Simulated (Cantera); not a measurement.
A closed system holds: 1 mol Si2H6, 6.1 mol H2, held at 13.3 mbar.

These are equilibrium values from Cantera (NASA tables, ideal gas, pure condensed phases), not measurements of a reactor. Candidate condensed phases: Si; 9 gas species. The feed counts by its element totals alone. Gases not in the tables: Si2H6 and higher silanes. Equilibrium is a limit: real reactors are often held back by kinetics, nucleation or transport.

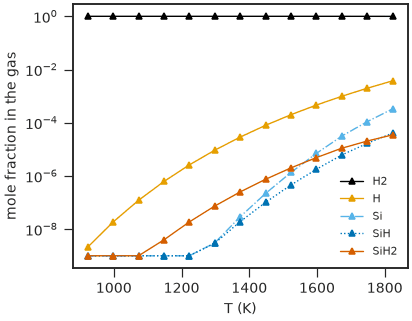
Equilibrium gas composition (values under 1e-9 drawn at 1e-9)

Question: Read off the mole fractions at 1823 K.

Answer: H2 about 1.00, H about 0.0037, Si about 0.00033, SiH about 4.1e-5, SiH2 about 3.5e-5.
